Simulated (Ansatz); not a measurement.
CH8GaN: several calculations on one system

### Relaxation

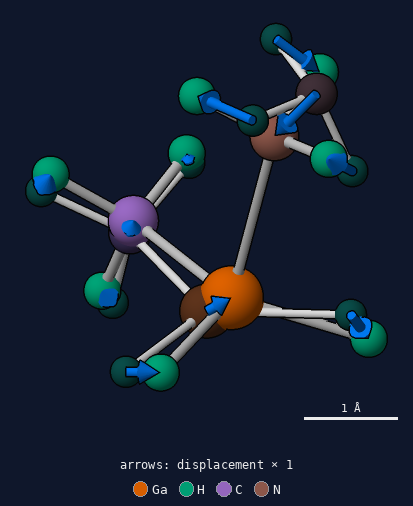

This is a relaxation of CH$_{8}$GaN. The starting structure is drawn faded, the final one solid; blue arrows show the displacements, at their true length. The two geometries are superimposed by the best rigid fit.

The picture is a ball-and-stick view, seen from a free direction.

The run prepares an end point of a later path (reaction) calculation, from a guessed geometry.

Theory: Ansatz, RKS PBE0-D4/def2-mTZVP.

The input:
```yaml
crystal:
  periodic: [false, false, false]
  atoms:
    - { symbol: Ga, position_ang: [0.063954, -0.170239, -0.079156] }
    - { symbol: H, position_ang: [-0.040524, -0.291993, 1.486948] }
    - { symbol: C, position_ang: [1.8126, -0.169511, -0.984094] }
    - { symbol: H, position_ang: [2.056315, -1.190251, -1.295706] }
    - { symbol: H, position_ang: [1.807795, 0.445699, -1.886447] }
    - { symbol: H, position_ang: [2.616256, 0.170762, -0.329958] }
    - { symbol: H, position_ang: [-1.276171, -0.04617, -0.897897] }
    - { symbol: "N", position_ang: [-0.070986, 2.562087, 1.429566] }
    - { symbol: H, position_ang: [0.813, 2.756064, 0.974332] }
    - { symbol: H, position_ang: [-0.827967, 2.746087, 0.781222] }
    - { symbol: H, position_ang: [-0.096472, 1.564263, 1.710089] }
basis:
  gaussian: { orbitals: def2-mTZVP }
hamiltonian:
  xc: pbe0
  dispersion: d4
relax:
  f_tol: 0.03
  max_steps: 50
output:
  orbitals: {}
```

Launched with:
```bash
ansatz run input.yaml --threads 2 --pin off --max-ram 3072MiB --backend cpu --events-out ev --progress --plain --runs-dir out
```

### What did the optimiser do to the structure, and how much energy did it gain?

The atom that moves furthest after the best rigid fit is H10 (0.98 Å). By element the largest moves are H 0.98 Å, N 0.77 Å, Ga 0.32 Å, C 0.23 Å. Near-neighbour distances that change, for instance: Ga1–N8 3.124 → 2.159 Å, Ga1–C3 1.969 → 1.991 Å, N8–H11 1.037 → 1.016 Å, Ga1–H2 1.574 → 1.591 Å. New bonds form, among them: Ga1–N8 (3.12 → 2.16 Å). Among the angles between lasting bonds that change: H2–Ga1–C3 121.1° → 118.1°, C3–Ga1–H7 121.1° → 118.5°. The energy falls by 92.9 kJ/mol in 24 geometry steps. The largest force component goes from 0.98 to 0.025 eV/Å. The forces were under the threshold at step 18, but the run went on from there.

### Relaxation

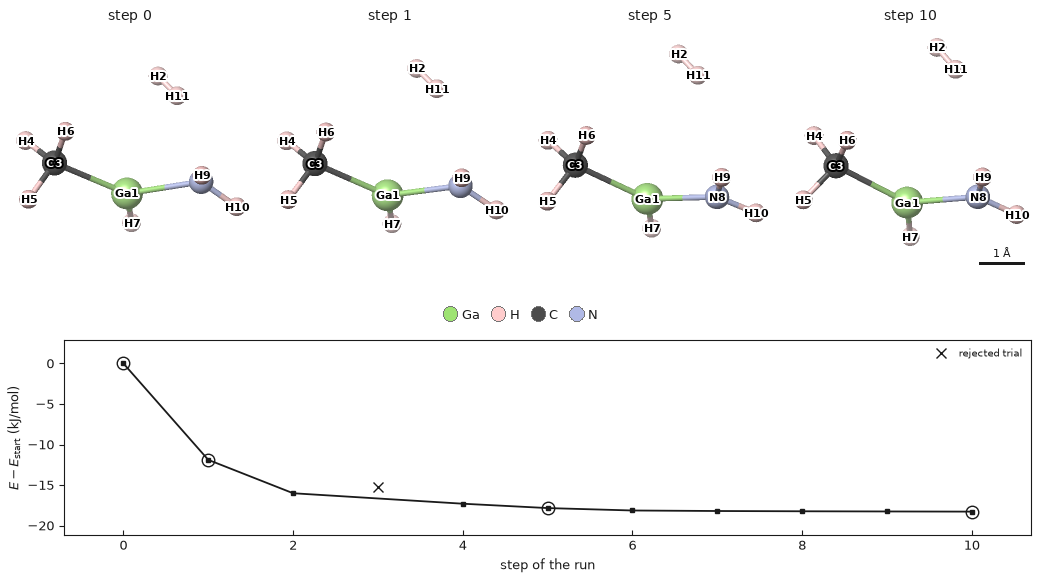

Frames of a relaxation of CH₈GaN, marked on the history of the run. The picture is a ball-and-stick view, seen at a tilt.

The run prepares an end point of a later path (reaction) calculation, from a guessed geometry.

Method: RKS PBE0-D4/def2-mTZVP (Ansatz 0.2.0).

Input
```yaml
crystal:
  periodic: [false, false, false]
  atoms:
    - { symbol: Ga, position_ang: [-0.009425, 0.735139, -0.472025] }
    - { symbol: H, position_ang: [0.278643, -0.282133, 2.092502] }
    - { symbol: C, position_ang: [1.751206, -0.026546, -0.902787] }
    - { symbol: H, position_ang: [1.724938, -1.11527, -0.835103] }
    - { symbol: H, position_ang: [2.054631, 0.230359, -1.921263] }
    - { symbol: H, position_ang: [2.51983, 0.344634, -0.223793] }
    - { symbol: H, position_ang: [-1.410301, 0.159993, -0.87847] }
    - { symbol: "N", position_ang: [-0.063746, 2.254789, 0.661495] }
    - { symbol: H, position_ang: [0.752227, 2.848337, 0.73855] }
    - { symbol: H, position_ang: [-0.903573, 2.817627, 0.68475] }
    - { symbol: H, position_ang: [0.16337, 0.409871, 1.965045] }
basis:
  gaussian: { orbitals: def2-mTZVP }
hamiltonian:
  xc: pbe0
  dispersion: d4
relax:
  f_tol: 0.03
  max_steps: 50
output:
  orbitals: {}
```

Launched with:
```bash
ansatz run input.yaml --threads 2 --pin off --max-ram 3072MiB --backend cpu --events-out ev --progress --plain --runs-dir out
```

Q: What happens along the run?

A: The energy falls by 18.3 kJ/mol in 9 accepted moves (10 points after the start). Largest force component: 1.6 eV/Å at the start, 0.023 eV/Å at the end. The line search rejected the trial step at point 3 of the run. H2 moves most after the best rigid fit: 0.68 Å. Largest moves by element: H 0.68 Å, N 0.36 Å, Ga 0.22 Å, C 0.08 Å. Near-neighbour distances that change, for instance: Ga1–N8 1.897 → 1.824 Å, H2–H11 0.713 → 0.746 Å. Among the angles between lasting bonds that change: Ga1–N8–H9 119.5° → 124.4°. The run took 18 s on 2 threads of INTEL(R) XEON(R) PLATINUM 8581C CPU @ 2.30GHz (Emerald Rapids), on a shared host, peak memory 0.22 GiB. From step 0 to 1: H2 moves most (0.19 Å), energy −11.9 kJ/mol. From step 1 to 5: H2 moves most (0.35 Å), energy −5.95 kJ/mol. From step 5 to 10: H7 moves most (0.21 Å), energy −0.44 kJ/mol.

Limits of the set-up: the start holds two separate molecules, 2.3 Å apart at their closest, whose relative position is a soft coordinate.

### Path

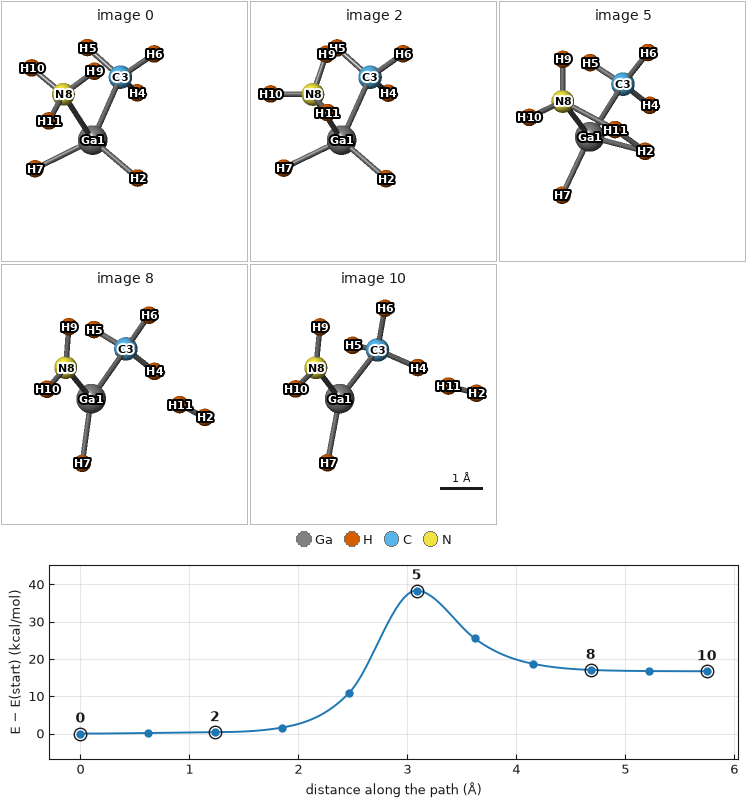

A search for the minimum-energy path of CH₈GaN by the nudged elastic band. Images are numbered from 0 (start) to 10 (end). Style: ball-and-stick. Shown from a free direction.

The calculation used RKS PBE0-D4/def2-mTZVP (Ansatz). Settings: 9 movable images; climbing image; force threshold 0.05 eV/Å; iteration limit 60; starting path through a guess of the saddle point.

### What happens along the path, and what is the barrier?

The highest point, image 5, lies 38.4 kcal/mol above the start and 21.7 kcal/mol above the end; the end is at +16.7 kcal/mol relative to the start. Breaking: Ga1–H2 (1.59 → 1.92 at the top → 3.64 Å), N8–H11 (1.02 → 1.43 at the top → 3.22 Å). Forming: H2–H11 (3.04 → 0.99 at the top → 0.75 Å). The band converged in 16 iterations. The largest component of the band force went from 6.5 to 0.048 eV/Å. The climbing image converged on the top of the path. Its vibrational analysis gives one imaginary mode (1370i cm⁻¹), as a transition state must have.

The run took 3.6 min on 2 threads of INTEL(R) XEON(R) PLATINUM 8581C CPU @ 2.30GHz (Emerald Rapids), with other jobs on the host, peak memory 0.23 GiB.
